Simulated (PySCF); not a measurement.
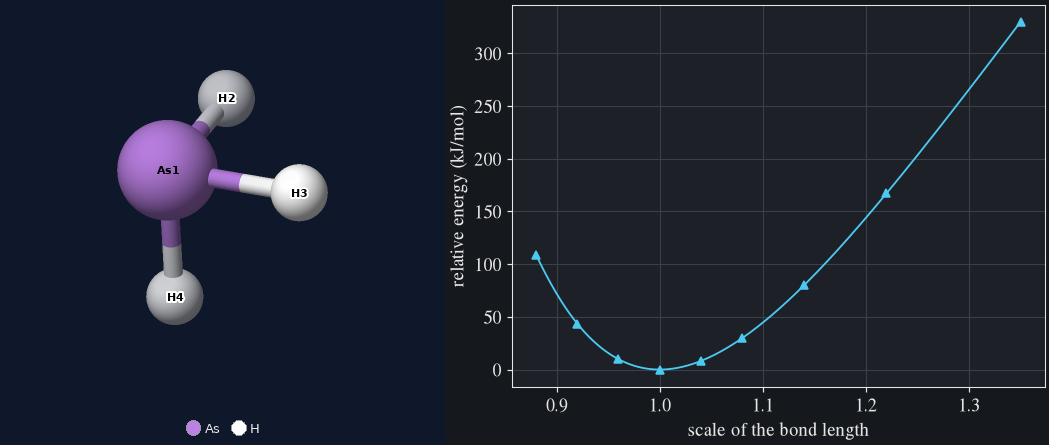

Rigid scan of AsH₃, singlet, from a minimum of the shape that electron-pair counting expects: all bonds to atom 1 scaled (atom 1 is the central atom). BP86/def2-TZVP with PySCF 2.14.0, restricted determinant, no spin-orbit coupling; energies counted from the minimum. Splines pass through the computed points, which are marked.

> What does it cost to go to either end of the scan?

109.1 kJ/mol at 0.88 and 329.9 kJ/mol at 1.35.

> Give the values at the computed points.

In kJ/mol:
```
scale of the bond length   BP86
                    0.88  109.1
                    0.92   43.7
                    0.96    9.9
                    1.00    0.0
                    1.04    8.2
                    1.08   29.8
                    1.14   79.9
                    1.22  167.2
                    1.35  329.9
```

Caveats: no scalar relativity.
